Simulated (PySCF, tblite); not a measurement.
# C₆H₁₁BClN: geometry, infrared bands and NMR shifts

Aim: predict the infrared bands and NMR shifts of C₆H₁₁BClN (`CC#[N+][B@@H-](Cl)C1CCC1`).

Computed with tblite 0.8.0 and PySCF 2.14.0, with density-fitted response routines of our own, on a single molecule in the gas phase. Atoms count from 0, in the outputs and in this text.

## Step 1: The molecule as given

20 atoms, charge 0, multiplicity 1; geometry from: force field or distance geometry start.

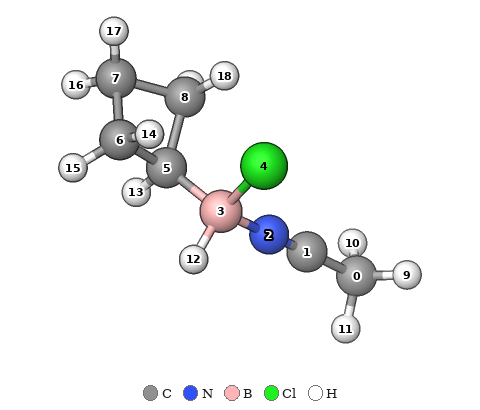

As it starts; carbon grey, nitrogen blue, boron pink, chlorine green, hydrogen white, atoms numbered.

## Step 2: Relaxing the molecule with GFN2-xTB

What the job is given:

```
{"job": {"kind": "relax", "xc": "GFN2-xTB", "basis": "xTB"}, "charge": 0, "multiplicity": 1}
C      3.868200     0.268300    -1.195000
C      2.591600     0.026700    -0.464400
N      1.623500    -0.168900     0.144100
B      0.372200    -0.400400     0.914900
Cl     0.130500     0.934800     2.168200
C     -0.840700    -0.500500    -0.080800
C     -2.139100    -0.638400     0.714600
C     -2.781300     0.196100    -0.364600
C     -1.398900     0.800600    -0.597300
H      4.507200     0.975800    -0.627600
H      3.588100     0.662500    -2.175200
H      4.429100    -0.691100    -1.237700
H      0.464400    -1.467900     1.503700
H     -0.798500    -1.317100    -0.833000
H     -1.980100    -0.109200     1.687900
H     -2.513300    -1.678800     0.832800
H     -3.126100    -0.473500    -1.194400
H     -3.542900     0.914000    -0.003700
H     -1.224900     1.684200     0.063700
H     -1.234200     0.993300    -1.669000
```

Started as:

```console
> OMP_NUM_THREADS=1 python probes_run.py task.json out
```

The driver reads the jobs from task.json and runs them one after another.

Output:

```text
step      E/eV     max force
  0    -738.21679    1.998
  1    -738.46067    1.020
  2    -738.61367    0.847
  3    -738.67345    2.392
  4    -738.70267    2.262
  5    -738.75486    0.429
  6    -738.78251    0.436
  7    -738.81224    0.654
  8    -738.82729    0.396
  9    -738.83971    0.213
 10    -738.84868    0.298
 11    -738.85812    0.365
 12    -738.86743    0.266
 13    -738.87567    0.172
 14    -738.88170    0.175
 15    -738.88632    0.188
 16    -738.89032    0.175
 17    -738.89392    0.173
 18    -738.89708    0.153
 19    -738.89986    0.138
 20    -738.90244    0.109
 21    -738.90472    0.092
 22    -738.90639    0.074
 23    -738.90758    0.084
 24    -738.90870    0.080
 25    -738.90998    0.074
 26    -738.91128    0.094
 27    -738.91234    0.083
 28    -738.91319    0.071
 29    -738.91414    0.081
 30    -738.91538    0.097
 31    -738.91674    0.101
 32    -738.91800    0.087
 33    -738.91920    0.078
 34    -738.92055    0.095
 35    -738.92213    0.105
 36    -738.92352    0.075
 37    -738.92434    0.065
 38    -738.92487    0.058
 39    -738.92543    0.067
 40    -738.92599    0.064
 41    -738.92640    0.041
 42    -738.92667    0.041
 43    -738.92693    0.040
 44    -738.92731    0.054
 45    -738.92776    0.054
 46    -738.92814    0.037
 47    -738.92839    0.044
 48    -738.92863    0.048
 49    -738.92898    0.050
 50    -738.92945    0.052
 51    -738.92988    0.049
 52    -738.93018    0.042
 53    -738.93043    0.036
 54    -738.93069    0.037
 55    -738.93093    0.034
 56    -738.93111    0.028
 57    -738.93124    0.031
 58    -738.93139    0.031
 59    -738.93159    0.035
 60    -738.93181    0.039
 61    -738.93201    0.029
 62    -738.93218    0.031
 63    -738.93232    0.029
 64    -738.93246    0.031
 65    -738.93259    0.026
 66    -738.93271    0.031
 67    -738.93286    0.043
 68    -738.93307    0.042
 69    -738.93331    0.036
 70    -738.93352    0.029
 71    -738.93371    0.034
 72    -738.93392    0.040
 73    -738.93418    0.048
 74    -738.93448    0.046
 75    -738.93478    0.040
 76    -738.93510    0.044
 77    -738.93546    0.048
 78    -738.93586    0.065
 79    -738.93617    0.046
 80    -738.93642    0.046
 81    -738.93660    0.036
 82    -738.93681    0.037
 83    -738.93698    0.044
 84    -738.93721    0.036
 85    -738.93737    0.026
 86    -738.93750    0.027
 87    -738.93762    0.023
 88    -738.93773    0.023
 89    -738.93783    0.024
 90    -738.93792    0.023
 91    -738.93801    0.020
 92    -738.93809    0.021
 93    -738.93817    0.017
 94    -738.93825    0.018
 95    -738.93834    0.019
 96    -738.93843    0.021
 97    -738.93853    0.025
 98    -738.93863    0.025
 99    -738.93876    0.025
100    -738.93894    0.030
101    -738.93921    0.035
102    -738.93956    0.048
103    -738.93995    0.055
104    -738.94037    0.047
105    -738.94075    0.040
106    -738.94110    0.043
107    -738.94141    0.074
108    -738.94165    0.157
109    -738.94212    0.063
110    -738.94257    0.118
111    -738.94293    0.075
112    -738.94311    0.040
113    -738.94329    0.060
114    -738.94344    0.058
115    -738.94357    0.045
116    -738.94365    0.018
117    -738.94371    0.030
118    -738.94377    0.030
119    -738.94381    0.027
120    -738.94384    0.011
121    -738.94385    0.011
122    -738.94386    0.008
```

Wall time 1.1 s (1 thread of Arm Neoverse V1, shared host); peak memory 0.18 GiB.

Relaxation path: (not every step is listed)

| step | energy from step 0 (eV) | largest force (eV/Å) |
| --- | --- | --- |
| 0 | 0.0000 | 1.9981 |
| 1 | -0.2439 | 1.0201 |
| 2 | -0.3969 | 0.8470 |
| 3 | -0.4567 | 2.3917 |
| 4 | -0.4859 | 2.2621 |
| 5 | -0.5381 | 0.4285 |
| 6 | -0.5657 | 0.4355 |
| 7 | -0.5955 | 0.6535 |
| 8 | -0.6105 | 0.3960 |
| 18 | -0.6803 | 0.1528 |
| 28 | -0.6964 | 0.0712 |
| 38 | -0.7081 | 0.0584 |
| 48 | -0.7118 | 0.0484 |
| 58 | -0.7146 | 0.0306 |
| 68 | -0.7163 | 0.0422 |
| 78 | -0.7191 | 0.0651 |
| 88 | -0.7209 | 0.0233 |
| 98 | -0.7218 | 0.0248 |
| 108 | -0.7249 | 0.1570 |
| 117 | -0.7269 | 0.0303 |
| 118 | -0.7270 | 0.0302 |
| 119 | -0.7270 | 0.0272 |
| 120 | -0.7271 | 0.0110 |
| 121 | -0.7271 | 0.0107 |
| 122 | -0.7271 | 0.0081 |

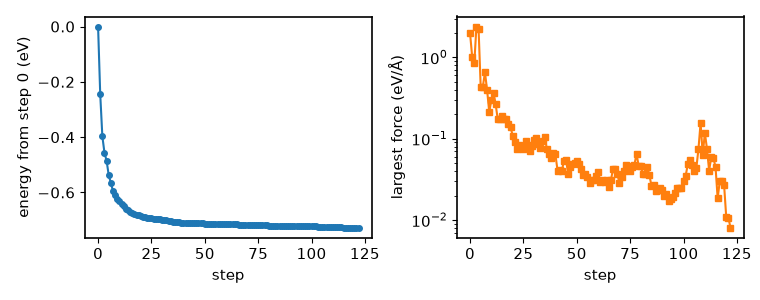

Energy and force, step by step.

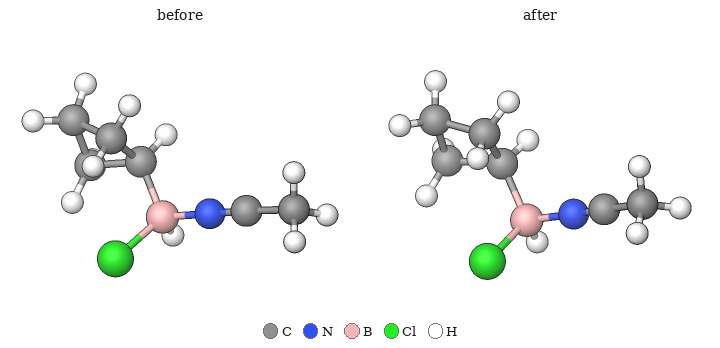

Before and after, at one scale.

Distances of close pairs at the start and the end, largest changes first:

| bond | before (Å) | after (Å) | change (Å) |
| --- | --- | --- | --- |
| C0–C1 | 1.491 | 1.424 | -0.066 |
| B3–C5 | 1.572 | 1.628 | +0.055 |
| B3–H12 | 1.223 | 1.184 | -0.039 |
| C5–C8 | 1.507 | 1.543 | +0.036 |
| C6–H14 | 1.119 | 1.088 | -0.031 |
| C7–H16 | 1.121 | 1.089 | -0.031 |
| C8–H18 | 1.117 | 1.089 | -0.028 |
| C6–C7 | 1.508 | 1.534 | +0.027 |

The next job starts from the end point, and lists it.

## Step 3: Harmonic vibrations with GFN2-xTB

What the job is given:

```
{"job": {"kind": "ir", "xc": "GFN2-xTB", "basis": "xTB"}, "charge": 0, "multiplicity": 1}
C      3.597942     0.477674    -1.169835
C      2.509544    -0.019519    -0.397009
N      1.639463    -0.425757     0.235053
B      0.436256    -0.660849     1.066832
Cl     0.444262     0.857582     2.151580
C     -0.842008    -0.692657     0.059408
C     -2.245751    -0.616933     0.696202
C     -2.662122     0.395140    -0.379197
C     -1.186047     0.567874    -0.760757
H      4.086279     1.284440    -0.621970
H      3.229747     0.861454    -2.121694
H      4.318578    -0.319162    -1.354663
H      0.597593    -1.640739     1.711403
H     -0.771278    -1.564886    -0.596727
H     -2.219470    -0.176201     1.690417
H     -2.806873    -1.549049     0.735373
H     -3.250493    -0.058640    -1.175721
H     -3.174739     1.288309    -0.026081
H     -0.753197     1.469215    -0.330010
H     -0.952834     0.533385    -1.825335
```

Output:

```text
mode    cm-1     km/mol
  1      21.5      0.08
  2      36.0      3.89
  3      57.1      3.32
  4      84.2      0.28
  5      90.0      4.72
  6     163.3      1.62
  7     194.4      1.69
  8     272.5      0.45
  9     297.1      4.45
 10     364.9      2.75
 11     383.2      8.16
 12     439.3      0.48
 13     591.9      3.50
 14     647.3     16.68
 15     720.9      1.58
 16     787.3      0.93
 17     820.3      3.67
 18     871.2      0.97
 19     957.7     55.76
 20     966.4     43.34
 21     987.7      6.73
 22     993.7      1.89
 23     998.3      6.99
 24    1019.6     15.63
 25    1035.4      0.18
 26    1067.0     48.49
 27    1068.4     84.32
 28    1086.1     13.06
 29    1129.2      2.75
 30    1186.0      0.01
 31    1199.0      2.01
 32    1237.6      1.86
 33    1242.7      4.29
 34    1260.6      1.02
 35    1264.0      0.30
 36    1285.7      9.50
 37    1361.9     43.58
 38    1398.9     18.41
 39    1400.4     17.42
 40    1474.4      5.18
 41    1475.9      0.23
 42    1495.7      0.93
 43    2377.9     19.54
 44    2509.7     99.75
 45    2930.9     48.52
 46    2971.5     45.30
 47    2986.5     35.19
 48    2998.4     36.62
 49    3004.1      7.64
 50    3004.6     73.01
 51    3006.3      0.44
 52    3009.3     83.36
 53    3010.7      0.07
 54    3019.7     64.16
```

Run time: 0.9 s. Hardware: 1 thread of Arm Neoverse V1, shared host; peak memory 0.18 GiB.

Which atoms move in the most intense modes:

| cm⁻¹ | km/mol | atoms |
| --- | --- | --- |
| 958 | 55.8 | H12 61 % |
| 1067 | 48.5 | H13 14 %, C5 12 %, H14 12 %, C8 11 % |
| 1068 | 84.3 | N2 27 %, C0 24 %, C1 12 % |
| 2510 | 99.8 | H12 93 % |
| 2931 | 48.5 | H13 89 % |
| 3005 | 73.0 | H16 45 %, H17 33 % |
| 3009 | 83.4 | H18 70 % |
| 3020 | 64.2 | H14 83 % |

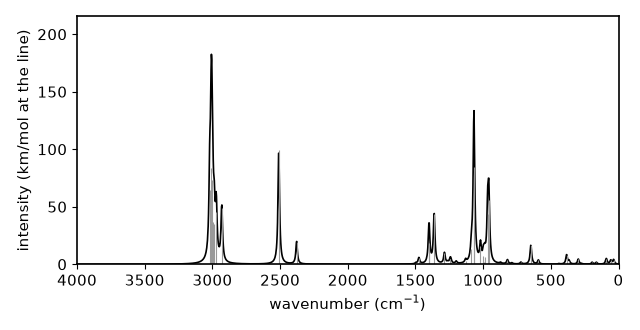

The infrared spectrum from these modes, unscaled. Lines are broadened to a width of 14 cm⁻¹ (Lorentzian).

## Step 4: NMR shieldings: PBE0/pcSseg-1

Settings changed since step 3:

```diff
@@ -1,2 +1,2 @@
-{"job": {"kind": "ir", "xc": "GFN2-xTB", "basis": "xTB"}, "charge": 0, "multiplicity": 1}
+{"job": {"kind": "nmr", "xc": "PBE0", "basis": "pcSseg-1"}, "charge": 0, "multiplicity": 1}
 C      3.597942     0.477674    -1.169835
```

Level: GIAO PBE0/pcSseg-1 NMR shielding, non-relativistic, gas phase.

Output:

```text
coarse grid: 17112 points
cycle   1  E = -774.3195655424  dE =  1.222e+00  |g| = 5.574e-01  |ddm| = 3.982e+00
cycle   2  E = -774.1396715832  dE =  1.799e-01  |g| = 1.065e+00  |ddm| = 1.533e+00
cycle   3  E = -774.4089295653  dE = -2.693e-01  |g| = 1.774e-01  |ddm| = 9.031e-01
cycle   4  E = -774.4145690824  dE = -5.640e-03  |g| = 8.133e-02  |ddm| = 1.771e-01
cycle   5  E = -774.4159124128  dE = -1.343e-03  |g| = 1.762e-02  |ddm| = 6.363e-02
cycle   6  E = -774.4159845054  dE = -7.209e-05  |g| = 4.068e-03  |ddm| = 2.076e-02
cycle   7  E = -774.4159879882  dE = -3.483e-06  |g| = 1.183e-03  |ddm| = 4.935e-03
final grid: 160288 points
cycle   8  E = -774.4677921991  dE = -5.704e-05  |g| = 9.052e-03  |ddm| = 3.826e-02
cycle   9  E = -774.4677828599  dE =  9.339e-06  |g| = 1.092e-02  |ddm| = 1.719e-02
cycle  10  E = -774.4678116549  dE = -2.879e-05  |g| = 1.869e-03  |ddm| = 1.005e-02
cycle  11  E = -774.4678122829  dE = -6.281e-07  |g| = 8.412e-04  |ddm| = 1.622e-03
cycle  12  E = -774.4678124285  dE = -1.455e-07  |g| = 1.583e-04  |ddm| = 5.751e-04
cycle  13  E = -774.4678124340  dE = -5.552e-09  |g| = 3.672e-05  |ddm| = 1.460e-04
cycle  14  E = -774.4678124343  dE = -3.120e-10  |g| = 1.028e-05  |ddm| = 4.267e-05
converged SCF energy = -774.4678124343

GIAO shielding tensors (ppm)
atom      isotropic    diamagn.    paramagn.     s11        s22        s33       span
  0 C      185.092     249.347     -64.255    176.765    177.439    201.073     24.308
  1 C       60.810     274.754    -213.944    -23.573    -19.173    225.176    248.749
  2 N       36.644     333.353    -296.709   -123.191   -109.494    342.619    465.810
  3 B      117.144     186.543     -69.399    103.170    123.324    124.937     21.767
  4 Cl     947.132    1150.077    -202.945    787.278    993.877   1060.241    272.963
  5 C      155.100     248.223     -93.123    140.781    159.416    165.103     24.321
  6 C      161.650     250.583     -88.933    144.389    159.833    180.727     36.339
  7 C      165.833     252.682     -86.849    153.877    165.744    177.879     24.003
  8 C      166.221     247.891     -81.670    151.048    165.680    181.934     30.886
  9 H       29.145      26.181       2.964     24.122     27.379     35.934     11.813
 10 H       29.207      29.206       0.001     23.818     27.807     35.995     12.177
 11 H       29.314      24.576       4.738     24.262     26.679     37.001     12.739
 12 H       28.874      29.200      -0.326     26.480     27.146     32.996      6.516
 13 H       29.769      33.534      -3.765     26.761     29.183     33.362      6.601
 14 H       29.459      31.434      -1.976     25.520     30.408     32.448      6.928
 15 H       29.882      30.449      -0.567     26.021     26.754     36.872     10.851
 16 H       29.627      30.777      -1.149     26.492     27.005     35.386      8.894
 17 H       29.856      30.069      -0.213     25.880     26.798     36.892     11.012
 18 H       29.299      33.013      -3.714     26.123     30.277     31.497      5.374
 19 H       30.220      32.994      -2.774     25.922     28.282     36.456     10.534
```

Run time: 51 s. Hardware: 1 thread of Arm Neoverse V1, shared host; peak memory 0.96 GiB.

Shifts follow as δ = σ(reference) − σ, with reference shieldings (ppm) from runs at the same level and on the same kind of geometry: 1H TMS 31.72, 13C TMS 186.9, 15N NH3 267.7, 11B BF3·OEt2 100.1, 35Cl HCl 950. The references are single molecules in the gas phase, so shifts against H2O, NH3, PH3, H3PO4 or CFCl3 are not on the usual liquid scales and can be off by tens of ppm. Atoms listed in one row are averaged.

| atoms | environment | σ (ppm) | δ (ppm) | δ scaled to CDCl3 |
| --- | --- | --- | --- | --- |
| C1 | nitrilium-type carbon | 60.8 | 126.1 | 121.2 |
| C5 | sp3 CH bonded to B | 155.1 | 31.8 | 29.1 |
| C6 | sp3 CH2 in a ring | 161.6 | 25.3 | 22.8 |
| C7 | sp3 CH2 in a ring | 165.8 | 21.1 | 18.7 |
| C8 | sp3 CH2 in a ring | 166.2 | 20.7 | 18.3 |
| C0 | methyl carbon α to a nitrile | 185.1 | 1.8 | -0.1 |
| H12 | hydrogen on a boron bonded to C, Cl, N | 28.87 | 2.84 | – |
| H9, H10, H11 | hydrogen on a methyl carbon α to a nitrile | 29.22 | 2.50 | 2.46 |
| H18 | hydrogen on an sp3 CH2 in a ring | 29.30 | 2.42 | 2.39 |
| H14 | hydrogen on an sp3 CH2 in a ring | 29.46 | 2.26 | 2.23 |
| H16 | hydrogen on an sp3 CH2 in a ring | 29.63 | 2.09 | 2.08 |
| H13 | hydrogen on an sp3 CH bonded to B | 29.77 | 1.95 | 1.94 |
| H17 | hydrogen on an sp3 CH2 in a ring | 29.86 | 1.86 | 1.86 |
| H15 | hydrogen on an sp3 CH2 in a ring | 29.88 | 1.83 | 1.83 |
| H19 | hydrogen on an sp3 CH2 in a ring | 30.22 | 1.50 | 1.52 |
| N2 | donor nitrogen of a Lewis adduct | 36.6 | 231.1 | – |
| B3 | boron bonded to C, Cl, N, H | 117.1 | -17.1 | – |
| Cl4 | chlorine bonded to B | 947 | 3 | – |

The scaled column applies a straight-line fit of computed shieldings to shifts measured in CDCl3, with any fitted terms for Cl, Br or S neighbours (root-mean-square error 0.16 ppm for H, 1.9 ppm for C).

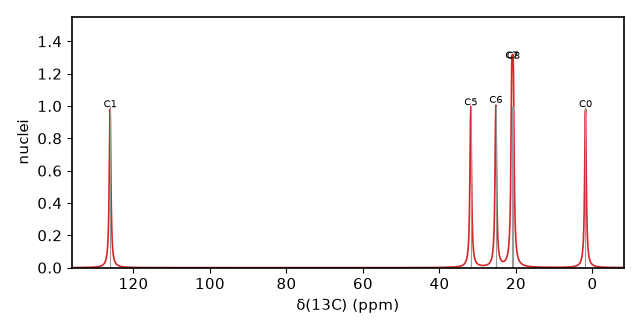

13C lines at the computed shifts, without couplings. Lines are broadened to a width of 0.50 ppm (Lorentzian).

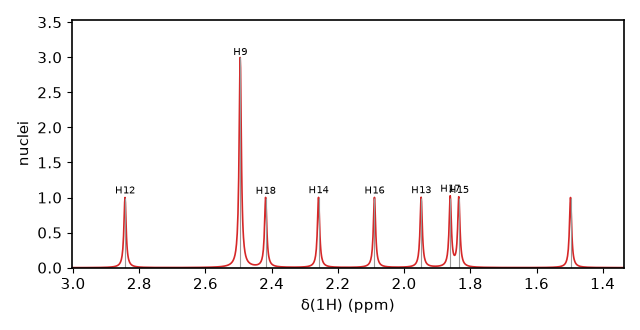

1H lines at the computed shifts, without couplings. Lines are broadened to a width of 0.01 ppm (Lorentzian).

Charges from the same density, by scheme (e):

| atoms | Mulliken | IAO | Hirshfeld | ESP fit |
| --- | --- | --- | --- | --- |
| C0 | -0.18 | -0.46 | -0.06 | -0.53 |
| C1 | 0.21 | 0.26 | 0.20 | 0.41 |
| N2 | -0.30 | 0.02 | 0.00 | -0.07 |
| B3 | 0.32 | -0.07 | 0.03 | -0.24 |
| Cl4 | -0.36 | -0.26 | -0.19 | -0.25 |
| C5 | -0.45 | -0.22 | -0.10 | 0.11 |
| C6 | -0.16 | -0.25 | -0.08 | -0.08 |
| C7 | -0.22 | -0.26 | -0.07 | -0.19 |
| C8 | -0.18 | -0.27 | -0.09 | -0.05 |

IAO charges:

C0 -0.46; C1 0.26; N2 0.02; B3 -0.07; Cl4 -0.26; C5 -0.22; C6 -0.25; C7 -0.26; C8 -0.27; H9 0.21; H10 0.21; H11 0.21; H12 0.01; H13 0.12; H14 0.14; H15 0.13; H16 0.13; H17 0.13; H18 0.13; H19 0.11

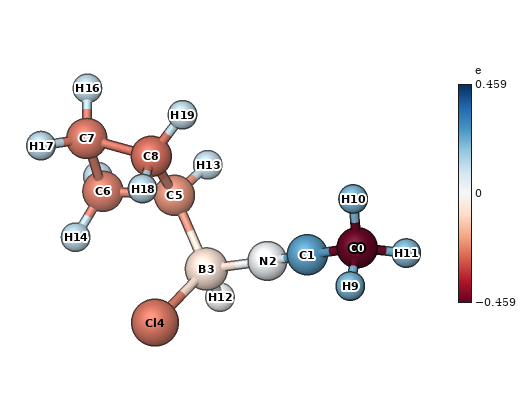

IAO charges, as colours on the atoms.

Mayer bond orders: C0–C1 1.06, C1–N2 2.64, N2–B3 0.68, B3–Cl4 0.88, B3–C5 0.87, C5–C6 1.03, C6–C7 1.04, C7–C8 1.05, C8–C5 1.02.

Ring of atoms C5, C6, C7, C8: NICS(0) 0.1, NICS(1) -0.4, NICS(1)zz 4.1 ppm (means of both faces).

## Step 5: What came out

| quantity | value |
| --- | --- |
| strongest single infrared mode (GFN2-xTB) | 2510 cm⁻¹, 100 km/mol |
| zero-point energy (GFN2-xTB) | 100.4 kcal/mol |
| 13C shifts against TMS (PBE0/pcSseg-1) | 126.1, 31.8, 25.3, 21.1, 20.7, 1.8 ppm |
| 1H shifts against TMS (PBE0/pcSseg-1, means over atoms taken as alike) | 2.84, 2.50, 2.42, 2.26, 2.09, 1.95, 1.86, 1.83, 1.50 ppm |
| 15N shifts against NH3 (PBE0/pcSseg-1) | 231.1 ppm |
| 11B shifts against BF3·OEt2 (PBE0/pcSseg-1) | -17.1 ppm |
| 35Cl shifts against HCl (PBE0/pcSseg-1) | 3 ppm |

**Reading.** Over 122 steps the energy fell by 0.727 eV; of the close pairs, C0–C1 changed most, 1.491 to 1.424 Å. No mode is imaginary among the 54: a minimum at this level. The strongest single mode, at 2510 cm⁻¹, moves mainly H12. GFN2-xTB is a fitted tight-binding method: band positions and strengths are rough. Its intensities can rank the bands wrongly. At PBE0/pcSseg-1: The widest tensor belongs to N2: span 466 ppm, with a paramagnetic part of -297 ppm.
